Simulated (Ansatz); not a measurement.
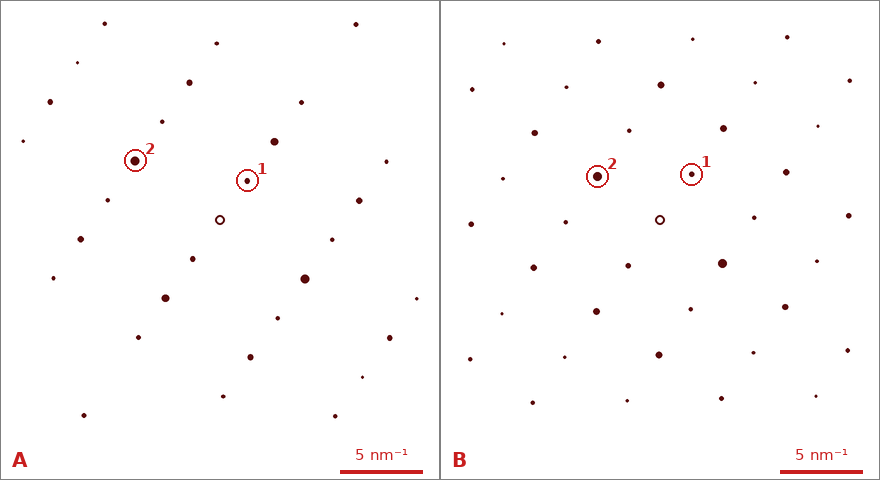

Kinematic electron diffraction patterns (300 kV, B = 0.5 Å², same scale) along [1-10] of the run's own cell, for the start and the end of one relaxation of Ga3H with DFT PBE, scalar-relativistic, plane waves, PAW in Ansatz. k mesh 6×6×10. The start is a generated model structure, and the relaxation ends in the nearest stationary point of its symmetry, not necessarily the ground state. Spot 1 is -1 -1 0 and spot 2 is 0 0 -2 in both.

Start structure:

```yaml
crystal:
  lattice:
    - [5.85209, 0.00000, 0.00000]
    - [-2.92605, 5.06806, 0.00000]
    - [0.00000, 0.00000, 4.27559]
  atoms:
    - { symbol: Ga, position: [0.82292, 0.64583, 0.25000] }
    - { symbol: Ga, position: [0.17708, 0.82292, 0.75000] }
    - { symbol: Ga, position: [0.35417, 0.17708, 0.25000] }
    - { symbol: Ga, position: [0.17708, 0.35417, 0.75000] }
    - { symbol: Ga, position: [0.82292, 0.17708, 0.25000] }
    - { symbol: Ga, position: [0.64583, 0.82292, 0.75000] }
    - { symbol: H, position: [0.33333, 0.66667, 0.25000] }
    - { symbol: H, position: [0.66667, 0.33333, 0.75000] }
```

**Which pattern belongs to the start structure, and which to the relaxed one?**

B is the start: its cell gives d(1) = 2.926 Å, d(2) = 2.138 Å and an angle of 90.0°. A is the relaxed structure, with d(1) = 3.418 Å (+16.8 %), d(2) = 1.577 Å (-26.3 %) and 90.0°.

**Summarise the relaxation behind the change.**

The volume changed by +0.6 % to 15.95 Å³ an atom; with the mean shift removed, the atoms moved by up to 0.21 Å relative to the cell (Ga most); the space group stayed P6_3/mmc (No. 194); the free energy fell by 110 meV an atom. Relaxed cell: a = 6.837 Å, b = 6.837 Å, c = 3.153 Å, α = 90.00°, β = 90.00°, γ = 120.00°.
